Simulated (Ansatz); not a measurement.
# AlSiH₂ (quartet): wB97M-V, B2PLYP over vertical spin and charge gaps, def2-QZVPP

How well do these functionals follow the top wave-function level for AlSiH₂ (quartet) over vertical spin and charge gaps?

Computed with Ansatz 0.2.0, Gaussian basis. Level: def2-QZVPP, all electrons in the functionals, frozen cores in the correlation of double hybrids and RPA.

To be run: wB97M-V, B2PLYP, at charge 0, quartet; charge 0, doublet; charge 0, sextet; charge 1, triplet; charge 1, quintet.

**1. The system**

The geometry is a PBE0/def2-TZVP stationary point (not a proven minimum).

4 atoms, charge 0, spin multiplicity 4.

Atoms are counted from 1 here; the program's logs count them from 0.

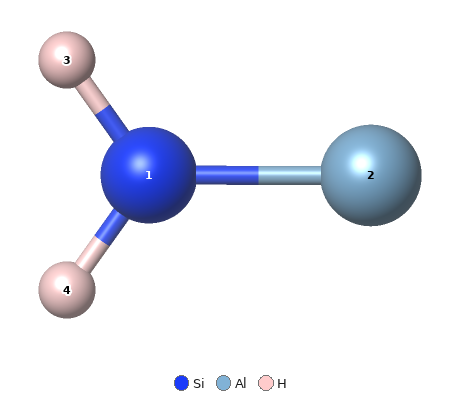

The geometry (silicon blue, aluminium light blue, hydrogen pink); atoms are numbered from 1 in the order of the file.

No dispersion term is added; wB97M-V holds VV10 nonlocal correlation.

The geometry shown and the zero of energy belong to the point charge 0, quartet. The yardstick, UCCSD(T), and other wave-function levels (R restricted, U unrestricted, valence and pair active spaces) come from earlier runs.

**2. wB97M-V, charge 0, quartet**

Contents of in.yaml:

```yaml
crystal:
  periodic: [false, false, false]
  atoms:
    - {symbol: Si, position_ang: [0.000000, 0.000000, 1.074378]}
    - {symbol: Al, position_ang: [0.000000, 0.000000, -1.263082]}
    - {symbol: H, position_ang: [0.000000, 1.214383, 1.937350]}
    - {symbol: H, position_ang: [0.000000, -1.214383, 1.937350]}
basis:
  gaussian: {orbitals: "def2-QZVPP.json"}
magnetization: {spin_polarized: true, initial_magnetization: 3}
hamiltonian: {xc: {name: wB97M-V}}
output: {orbitals: {seedname: orbitals}}
```

On the command line:

```
$ ansatz run in.yaml --threads 1 --pin off --events-out ev --progress --plain --max-ram 2393MiB
```

Standard output, cut to the lines that bear on the results:

```text
Functional definition: wB97M-V
  name "wB97M-V"
  cite "Mardirossian & Head-Gordon, J. Chem. Phys. 144, 214110 (2016) doi:10.1063/1.4952647"
  cite "Becke, J. Chem. Phys. 107, 8554 (1997) doi:10.1063/1.475007"
  cite "Vydrov & Van Voorhis, J. Chem. Phys. 133, 244103 (2010) doi:10.1063/1.3521275"
  # Of w^i u^j: cxij and so on, Table III.
[...]
  gx(w, u) = 1 - cx + cx01*u + cx10*w
  gss(w, u) = css00 + css04*u^4 + css10*w + css20*w^2 + css43*w^4*u^3
  gos(w, u) = cos00 + cos10*w + (cos20 + cos21*u)*w^2 + (cos60 + cos61*u)*w^6
[...]
      + integral(e_c_pw_mod_opposite_spin*gos(b97_w_opposite, b97_u_opposite)) + vv10(b, c)
843 factors; their error is unknown
208 factors; integrals over basis functions are off by at most 2.5e-5 eV
[...]
mean field -14502.72755121 eV, -532.9654072050 hartree, gradient 3.2e-5 eV, S^2 3.753315; 1 other end points of the search recorded, 0 dependent functions left out
reference -14502.72760064 eV, -532.9654090218 hartree; 16, 13 occupied and 184, 187 virtual orbitals, 843 factors
Total energy: -14502.72760064 eV, -532.9654090218 hartree
```

It took 32 s on 1 thread of Arm Neoverse V1, shared host; peak memory 0.58 GiB.

From the report: ⟨S²⟩ of the determinant 3.753 (pure quartet: 3.75).

**3. wB97M-V, charge 0, doublet**

Edit in.yaml of step 2 so:

```diff
@@ -9,3 +9,3 @@
   gaussian: {orbitals: "def2-QZVPP.json"}
-magnetization: {spin_polarized: true, initial_magnetization: 3}
+magnetization: {spin_polarized: true, initial_magnetization: 1}
 hamiltonian: {xc: {name: wB97M-V}}
```

Same command.

Standard output, cut to the lines that bear on the results:

```text
Functional definition: wB97M-V
  name "wB97M-V"
  cite "Mardirossian & Head-Gordon, J. Chem. Phys. 144, 214110 (2016) doi:10.1063/1.4952647"
  cite "Becke, J. Chem. Phys. 107, 8554 (1997) doi:10.1063/1.475007"
  cite "Vydrov & Van Voorhis, J. Chem. Phys. 133, 244103 (2010) doi:10.1063/1.3521275"
  # Of w^i u^j: cxij and so on, Table III.
[...]
  gx(w, u) = 1 - cx + cx01*u + cx10*w
  gss(w, u) = css00 + css04*u^4 + css10*w + css20*w^2 + css43*w^4*u^3
  gos(w, u) = cos00 + cos10*w + (cos20 + cos21*u)*w^2 + (cos60 + cos61*u)*w^6
[...]
      + integral(e_c_pw_mod_opposite_spin*gos(b97_w_opposite, b97_u_opposite)) + vv10(b, c)
843 factors; their error is unknown
208 factors; integrals over basis functions are off by at most 2.5e-5 eV
[...]
mean field -14504.27488346 eV, -533.0222706167 hartree, gradient 3.8e-5 eV, S^2 0.752655; 2 other end points of the search recorded, 0 dependent functions left out
reference -14504.27493190 eV, -533.0222723966 hartree; 15, 14 occupied and 185, 186 virtual orbitals, 843 factors
Total energy: -14504.27493190 eV, -533.0222723966 hartree
```

Run time: 26 s. Hardware: 1 thread of Arm Neoverse V1, shared host; peak memory 0.57 GiB.

From the report: ⟨S²⟩ of the determinant 0.753 (pure doublet: 0.75).

From charge 0, quartet: -35.7 kcal/mol.

**4. wB97M-V, charge 0, sextet**

Edit in.yaml of step 3 so:

```diff
@@ -9,3 +9,3 @@
   gaussian: {orbitals: "def2-QZVPP.json"}
-magnetization: {spin_polarized: true, initial_magnetization: 1}
+magnetization: {spin_polarized: true, initial_magnetization: 5}
 hamiltonian: {xc: {name: wB97M-V}}
```

Same command.

Standard output, cut to the lines that bear on the results:

```text
Functional definition: wB97M-V
  name "wB97M-V"
  cite "Mardirossian & Head-Gordon, J. Chem. Phys. 144, 214110 (2016) doi:10.1063/1.4952647"
  cite "Becke, J. Chem. Phys. 107, 8554 (1997) doi:10.1063/1.475007"
  cite "Vydrov & Van Voorhis, J. Chem. Phys. 133, 244103 (2010) doi:10.1063/1.3521275"
  # Of w^i u^j: cxij and so on, Table III.
[...]
  gx(w, u) = 1 - cx + cx01*u + cx10*w
  gss(w, u) = css00 + css04*u^4 + css10*w + css20*w^2 + css43*w^4*u^3
  gos(w, u) = cos00 + cos10*w + (cos20 + cos21*u)*w^2 + (cos60 + cos61*u)*w^6
[...]
      + integral(e_c_pw_mod_opposite_spin*gos(b97_w_opposite, b97_u_opposite)) + vv10(b, c)
843 factors; their error is unknown
208 factors; integrals over basis functions are off by at most 2.5e-5 eV
[...]
mean field -14496.84127831 eV, -532.7490906661 hartree, gradient 2.0e-5 eV, S^2 8.751422; 2 other end points of the search recorded, 0 dependent functions left out
reference -14496.84132568 eV, -532.7490924069 hartree; 17, 12 occupied and 183, 188 virtual orbitals, 843 factors
Total energy: -14496.84132568 eV, -532.7490924069 hartree
```

Run time: 47 s. Hardware: 1 thread of Arm Neoverse V1, shared host; peak memory 0.63 GiB.

From the report: ⟨S²⟩ of the determinant 8.751 (pure sextet: 8.75).

From charge 0, quartet: +135.7 kcal/mol.

**5. wB97M-V, charge 1, triplet**

Edit in.yaml of step 4 so:

```diff
@@ -9,3 +9,4 @@
   gaussian: {orbitals: "def2-QZVPP.json"}
-magnetization: {spin_polarized: true, initial_magnetization: 5}
+total_charge: 1
+magnetization: {spin_polarized: true, initial_magnetization: 2}
 hamiltonian: {xc: {name: wB97M-V}}
```

Launched as before.

Standard output, cut to the lines that bear on the results:

```text
Functional definition: wB97M-V
  name "wB97M-V"
  cite "Mardirossian & Head-Gordon, J. Chem. Phys. 144, 214110 (2016) doi:10.1063/1.4952647"
  cite "Becke, J. Chem. Phys. 107, 8554 (1997) doi:10.1063/1.475007"
  cite "Vydrov & Van Voorhis, J. Chem. Phys. 133, 244103 (2010) doi:10.1063/1.3521275"
  # Of w^i u^j: cxij and so on, Table III.
[...]
  gx(w, u) = 1 - cx + cx01*u + cx10*w
  gss(w, u) = css00 + css04*u^4 + css10*w + css20*w^2 + css43*w^4*u^3
  gos(w, u) = cos00 + cos10*w + (cos20 + cos21*u)*w^2 + (cos60 + cos61*u)*w^6
[...]
      + integral(e_c_pw_mod_opposite_spin*gos(b97_w_opposite, b97_u_opposite)) + vv10(b, c)
843 factors; their error is unknown
208 factors; integrals over basis functions are off by at most 2.5e-5 eV
[...]
mean field -14496.57863726 eV, -532.7394387854 hartree, gradient 4.1e-5 eV, S^2 2.004788; 0 other end points of the search recorded, 0 dependent functions left out
reference -14496.57869076 eV, -532.7394407514 hartree; 15, 13 occupied and 185, 187 virtual orbitals, 843 factors
Total energy: -14496.57869076 eV, -532.7394407514 hartree
```

Run time: 23 s. Hardware: 1 thread of Arm Neoverse V1, shared host; peak memory 0.57 GiB.

From the report: ⟨S²⟩ of the determinant 2.005 (pure triplet: 2.00).

From charge 0, quartet: +141.8 kcal/mol.

**6. wB97M-V, charge 1, quintet**

Edit in.yaml of step 5 so:

```diff
@@ -10,3 +10,3 @@
 total_charge: 1
-magnetization: {spin_polarized: true, initial_magnetization: 2}
+magnetization: {spin_polarized: true, initial_magnetization: 4}
 hamiltonian: {xc: {name: wB97M-V}}
```

Launched as before.

Standard output, cut to the lines that bear on the results:

```text
Functional definition: wB97M-V
  name "wB97M-V"
  cite "Mardirossian & Head-Gordon, J. Chem. Phys. 144, 214110 (2016) doi:10.1063/1.4952647"
  cite "Becke, J. Chem. Phys. 107, 8554 (1997) doi:10.1063/1.475007"
  cite "Vydrov & Van Voorhis, J. Chem. Phys. 133, 244103 (2010) doi:10.1063/1.3521275"
  # Of w^i u^j: cxij and so on, Table III.
[...]
  gx(w, u) = 1 - cx + cx01*u + cx10*w
  gss(w, u) = css00 + css04*u^4 + css10*w + css20*w^2 + css43*w^4*u^3
  gos(w, u) = cos00 + cos10*w + (cos20 + cos21*u)*w^2 + (cos60 + cos61*u)*w^6
[...]
      + integral(e_c_pw_mod_opposite_spin*gos(b97_w_opposite, b97_u_opposite)) + vv10(b, c)
843 factors; their error is unknown
208 factors; integrals over basis functions are off by at most 2.5e-5 eV
[...]
mean field -14491.31233052 eV, -532.5459055822 hartree, gradient 1.6e-5 eV, S^2 6.001273; 3 other end points of the search recorded, 0 dependent functions left out
reference -14491.31238551 eV, -532.5459076033 hartree; 16, 12 occupied and 184, 188 virtual orbitals, 843 factors
Total energy: -14491.31238551 eV, -532.5459076033 hartree
```

Run time: 77 s. Hardware: 1 thread of Arm Neoverse V1, shared host; peak memory 0.75 GiB.

From the report: ⟨S²⟩ of the determinant 6.001 (pure quintet: 6.00).

From charge 0, quartet: +263.2 kcal/mol.

**7. B2PLYP, charge 0, quartet**

Edit in.yaml of step 6 so:

```diff
@@ -9,5 +9,4 @@
   gaussian: {orbitals: "def2-QZVPP.json"}
-total_charge: 1
-magnetization: {spin_polarized: true, initial_magnetization: 4}
-hamiltonian: {xc: {name: wB97M-V}}
-output: {orbitals: {seedname: orbitals}}
+magnetization: {spin_polarized: true, initial_magnetization: 3}
+hamiltonian: {xc: {name: B2PLYP}}
+correlation: {electrons: outside_noble_gas}
```

The command is unchanged.

Standard output, cut to the lines that bear on the results:

```text
Functional definition: B2PLYP
  name "B2PLYP"
  cite "Grimme, J. Chem. Phys. 124, 034108 (2006) doi:10.1063/1.2148954"
  cite "Becke, Phys. Rev. A 38, 3098 (1988) doi:10.1103/PhysRevA.38.3098"
  cite "Lee, Yang & Parr, Phys. Rev. B 37, 785 (1988) doi:10.1103/PhysRevB.37.785"
[...]
1168 factors; integrals over basis functions are off by at most 9.1e-4 eV
[...]
mean field -14496.14722090 eV, -532.7235845267 hartree, gradient 3.8e-6 eV, S^2 3.757211; 2 other end points of the search recorded, 0 dependent functions left out
10 core orbitals not correlated: weight in the atoms' cores, before any rotation towards them, 1.000 or more for the frozen orbitals, at most 0.000 for the correlated occupied ones
reference -14496.14736813 eV, -532.7235899371 hartree; 6, 3 occupied and 184, 187 virtual orbitals, 1168 factors
second order -5.39692362 eV of doubles, -0.00000000 eV of singles
Total energy: -14497.60453751 eV, -532.7771399240 hartree
```

Wall time 14 s (1 thread of Arm Neoverse V1, shared host); peak memory 0.46 GiB.

From the report: ⟨S²⟩ of the determinant 3.757 (pure quartet: 3.75).

**8. B2PLYP, charge 0, doublet**

Edit in.yaml of step 7 so:

```diff
@@ -9,3 +9,3 @@
   gaussian: {orbitals: "def2-QZVPP.json"}
-magnetization: {spin_polarized: true, initial_magnetization: 3}
+magnetization: {spin_polarized: true, initial_magnetization: 1}
 hamiltonian: {xc: {name: B2PLYP}}
```

The command is unchanged.

Standard output, cut to the lines that bear on the results:

```text
Functional definition: B2PLYP
  name "B2PLYP"
  cite "Grimme, J. Chem. Phys. 124, 034108 (2006) doi:10.1063/1.2148954"
  cite "Becke, Phys. Rev. A 38, 3098 (1988) doi:10.1103/PhysRevA.38.3098"
  cite "Lee, Yang & Parr, Phys. Rev. B 37, 785 (1988) doi:10.1103/PhysRevB.37.785"
[...]
1168 factors; integrals over basis functions are off by at most 9.1e-4 eV
[...]
mean field -14497.38660210 eV, -532.7691309455 hartree, gradient 3.3e-6 eV, S^2 0.759601; 4 other end points of the search recorded, 0 dependent functions left out
10 core orbitals not correlated: weight in the atoms' cores, before any rotation towards them, 1.000 or more for the frozen orbitals, at most 0.000 for the correlated occupied ones
reference -14497.38674793 eV, -532.7691363049 hartree; 5, 4 occupied and 185, 186 virtual orbitals, 1168 factors
second order -5.95749315 eV of doubles, -0.00000000 eV of singles
Total energy: -14498.99527108 eV, -532.8282484404 hartree
```

Wall time 24 s (1 thread of Arm Neoverse V1, shared host); peak memory 0.46 GiB.

From the report: ⟨S²⟩ of the determinant 0.760 (pure doublet: 0.75).

From charge 0, quartet: -32.1 kcal/mol.

**9. B2PLYP, charge 0, sextet**

Edit in.yaml of step 8 so:

```diff
@@ -9,3 +9,3 @@
   gaussian: {orbitals: "def2-QZVPP.json"}
-magnetization: {spin_polarized: true, initial_magnetization: 1}
+magnetization: {spin_polarized: true, initial_magnetization: 5}
 hamiltonian: {xc: {name: B2PLYP}}
```

The command is unchanged.

Standard output, cut to the lines that bear on the results:

```text
Functional definition: B2PLYP
  name "B2PLYP"
  cite "Grimme, J. Chem. Phys. 124, 034108 (2006) doi:10.1063/1.2148954"
  cite "Becke, Phys. Rev. A 38, 3098 (1988) doi:10.1103/PhysRevA.38.3098"
  cite "Lee, Yang & Parr, Phys. Rev. B 37, 785 (1988) doi:10.1103/PhysRevB.37.785"
[...]
1168 factors; integrals over basis functions are off by at most 9.1e-4 eV
[...]
mean field -14490.68021898 eV, -532.5226759118 hartree, gradient 3.8e-6 eV, S^2 8.754410; 3 other end points of the search recorded, 0 dependent functions left out
10 core orbitals not correlated: weight in the atoms' cores, before any rotation towards them, 1.000 or more for the frozen orbitals, at most 0.000 for the correlated occupied ones
reference -14490.68037628 eV, -532.5226816925 hartree; 7, 2 occupied and 183, 188 virtual orbitals, 1168 factors
second order -4.36853119 eV of doubles, -0.00000000 eV of singles
Total energy: -14491.85987970 eV, -532.5660276437 hartree
```

Wall time 28 s (1 thread of Arm Neoverse V1, shared host); peak memory 0.5 GiB.

From the report: ⟨S²⟩ of the determinant 8.754 (pure sextet: 8.75).

From charge 0, quartet: +132.5 kcal/mol.

**10. B2PLYP, charge 1, triplet**

Edit in.yaml of step 9 so:

```diff
@@ -9,3 +9,4 @@
   gaussian: {orbitals: "def2-QZVPP.json"}
-magnetization: {spin_polarized: true, initial_magnetization: 5}
+total_charge: 1
+magnetization: {spin_polarized: true, initial_magnetization: 2}
 hamiltonian: {xc: {name: B2PLYP}}
```

Launched as before.

Standard output, cut to the lines that bear on the results:

```text
Functional definition: B2PLYP
  name "B2PLYP"
  cite "Grimme, J. Chem. Phys. 124, 034108 (2006) doi:10.1063/1.2148954"
  cite "Becke, Phys. Rev. A 38, 3098 (1988) doi:10.1103/PhysRevA.38.3098"
  cite "Lee, Yang & Parr, Phys. Rev. B 37, 785 (1988) doi:10.1103/PhysRevB.37.785"
[...]
1168 factors; integrals over basis functions are off by at most 9.1e-4 eV
[...]
mean field -14490.07194868 eV, -532.5003223904 hartree, gradient 3.4e-6 eV, S^2 2.011195; 0 other end points of the search recorded, 0 dependent functions left out
10 core orbitals not correlated: weight in the atoms' cores, before any rotation towards them, 1.000 or more for the frozen orbitals, at most 0.000 for the correlated occupied ones
reference -14490.07209905 eV, -532.5003279166 hartree; 5, 3 occupied and 185, 187 virtual orbitals, 1168 factors
second order -4.87561298 eV of doubles, -0.00000000 eV of singles
Total energy: -14491.38851456 eV, -532.5487052941 hartree
```

Run time: 12 s. Hardware: 1 thread of Arm Neoverse V1, shared host; peak memory 0.46 GiB.

From the report: ⟨S²⟩ of the determinant 2.011 (pure triplet: 2.00).

From charge 0, quartet: +143.3 kcal/mol.

**11. B2PLYP, charge 1, quintet**

Edit in.yaml of step 10 so:

```diff
@@ -10,3 +10,3 @@
 total_charge: 1
-magnetization: {spin_polarized: true, initial_magnetization: 2}
+magnetization: {spin_polarized: true, initial_magnetization: 4}
 hamiltonian: {xc: {name: B2PLYP}}
```

Launched as before.

Standard output, cut to the lines that bear on the results:

```text
Functional definition: B2PLYP
  name "B2PLYP"
  cite "Grimme, J. Chem. Phys. 124, 034108 (2006) doi:10.1063/1.2148954"
  cite "Becke, Phys. Rev. A 38, 3098 (1988) doi:10.1103/PhysRevA.38.3098"
  cite "Lee, Yang & Parr, Phys. Rev. B 37, 785 (1988) doi:10.1103/PhysRevB.37.785"
[...]
1168 factors; integrals over basis functions are off by at most 9.1e-4 eV
[...]
mean field -14485.22572812 eV, -532.3222270696 hartree, gradient 4.3e-6 eV, S^2 6.004389; 4 other end points of the search recorded, 0 dependent functions left out
10 core orbitals not correlated: weight in the atoms' cores, before any rotation towards them, 1.000 or more for the frozen orbitals, at most 0.000 for the correlated occupied ones
reference -14485.22588445 eV, -532.3222328148 hartree; 6, 2 occupied and 184, 188 virtual orbitals, 1168 factors
second order -3.99591728 eV of doubles, -0.00000000 eV of singles
Total energy: -14486.30478211 eV, -532.3618815726 hartree
```

It took 16 s on 1 thread of Arm Neoverse V1, shared host; peak memory 0.46 GiB.

From the report: ⟨S²⟩ of the determinant 6.004 (pure quintet: 6.00).

From charge 0, quartet: +260.6 kcal/mol.

**12. Against the wave-function levels**

No level is safe as a reference over these points; UCCSD(T) serves as a yardstick only. It comes from earlier runs at the same points. Energies in kcal/mol, counted from charge 0, quartet; blanks weren't run or aren't comparable.

```tsv
level	quartet to doublet	quartet to sextet	ionisation to the triplet cation	ionisation to the quintet cation
UCCSD(T)	-30.6	125.8	147.6	258.9
wB97M-V	-35.7	135.7	141.8	263.2
B2PLYP	-32.1	132.5	143.3	260.6
```

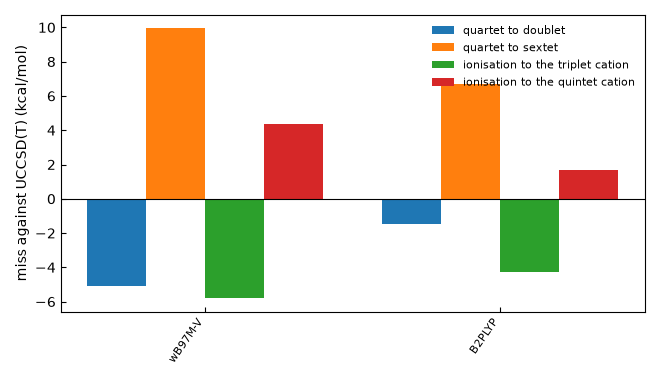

Misses of the gaps against UCCSD(T).

Largest miss and mean time a point (UCCSD(T) took 47 s a point; shared hosts):

```tsv
level	largest miss (kcal/mol)	where	time a point
wB97M-V	+9.9	quartet to sextet	41 s
B2PLYP	+6.7	quartet to sextet	19 s
```

**13. Outcome**

```
                                  quantity                              value
              quartet to doublet, UCCSD(T)                     -30.6 kcal/mol
               quartet to sextet, UCCSD(T)                     125.8 kcal/mol
ionisation to the triplet cation, UCCSD(T)                     147.6 kcal/mol
ionisation to the quintet cation, UCCSD(T)                     258.9 kcal/mol
                     largest miss, wB97M-V  +9.9 kcal/mol (quartet to sextet)
                      largest miss, B2PLYP  +6.7 kcal/mol (quartet to sextet)
```

What this shows: Of the functionals, B2PLYP keep the smallest largest miss at the points compared (at most 6.7 kcal/mol) and wB97M-V strays most (9.9 kcal/mol, at quartet to sextet). Functionals and the yardstick converge differently with the basis, so part of each miss in def2-QZVPP is the basis. The yardstick itself may be off where one determinant is a poor start.
